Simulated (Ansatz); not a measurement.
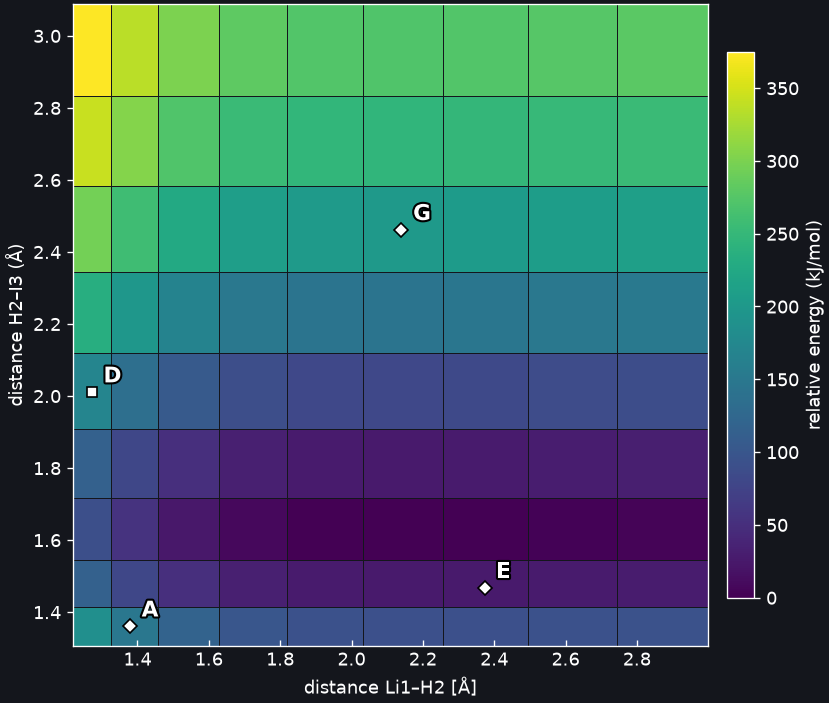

The system Li⁺ + HI. First axis: distance Li1–H2. Second axis: distance H2–I3. Nothing is relaxed (the angle Li1–H2–I3 is fixed at 140 degrees). The scan uses a 9 × 9 grid. Points are written as (first, second). Energies are in kJ/mol, from the lowest grid point. The restricted reference is unstable at some or all points, so the energies there are unreliable. Computed with Ansatz, RHF-CCSD(T), frozen core/def2-TZVPD.

The picture shows one coloured cell a grid point, lettered points.

Is G the lowest point of the computed grid?

Answer. No. G lies 202 kJ/mol above the lowest grid point, which is at (2.140 Å, 1.624 Å).

Rank the lettered points by energy, lowest first.

Answer. E (26 kJ/mol), A (148 kJ/mol), D (171 kJ/mol), G (202 kJ/mol).
